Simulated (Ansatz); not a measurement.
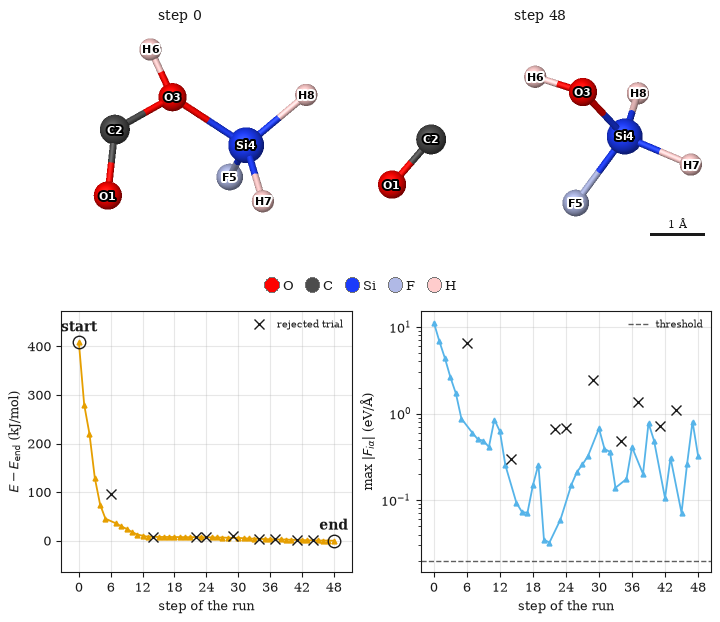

First and last geometry of a relaxation of CH3FO2Si, with the history of the run. The picture is a ball-and-stick view, seen at a tilt.

The run prepares an end point of a later path (hydrogen shift) calculation, from a guessed geometry.

All numbers below come from RKS PBE0-D4/def2-SVP (Ansatz).

The input:
```yaml
crystal:
  periodic: [false, false, false]
  atoms:
    - { symbol: O, position_ang: [-0.0291, 0.3208, 1.9816] }
    - { symbol: C, position_ang: [-0.6089, 0.9287, 1.0252] }
    - { symbol: O, position_ang: [-0.5086, 0.6483, -0.2976] }
    - { symbol: Si, position_ang: [0.4909, -0.6218, -0.831] }
    - { symbol: F, position_ang: [-0.4534, -1.9754, -0.6969] }
    - { symbol: H, position_ang: [-1.12616, 1.37444, -0.56488] }
    - { symbol: H, position_ang: [1.7308, -0.759, -0.0986] }
    - { symbol: H, position_ang: [0.7498, -0.4108, -2.2743] }
basis:
  gaussian: { orbitals: def2-SVP }
hamiltonian:
  xc: pbe0
  dispersion: d4
relax:
  f_tol: 0.02
  max_steps: 50
```

Command:
```bash
ansatz run input.yaml --threads 2 --pin off --max-ram 3072MiB --backend cpu --events-out ev --progress --plain --runs-dir out
```

Q: What do the curves and the structures tell?

A: The relaxation stopped without meeting its thresholds, so the last structure isn't shown to be converged. The energy falls by 408.2 kJ/mol in 39 accepted moves (48 points after the start). Largest force component: 11 eV/Å at the start, 0.33 eV/Å at the end. The line search rejected the trial steps at points 6, 14, 22, 24, 29, 34, 37, 41 and more of the run. The atom that moves furthest after the best rigid fit is O1 (1.70 Å). By element the largest moves are O 1.70 Å, H 1.48 Å, F 1.25 Å, C 1.01 Å, Si 0.40 Å. Among the contacts that change: C2–O3 1.356 → 3.123 Å, C2–Si4 2.657 → 3.656 Å, O1–C2 1.273 → 1.129 Å, O3–Si4 1.702 → 1.645 Å. Bonds break: C2–O3 (1.36 → 3.12 Å). Among the angles between lasting bonds that change: Si4–O3–H6 146.0° → 116.3°, O3–Si4–H7 114.5° → 107.0°, O3–Si4–H8 107.6° → 112.9°. Groups turn about O3–Si4 by about 45°.
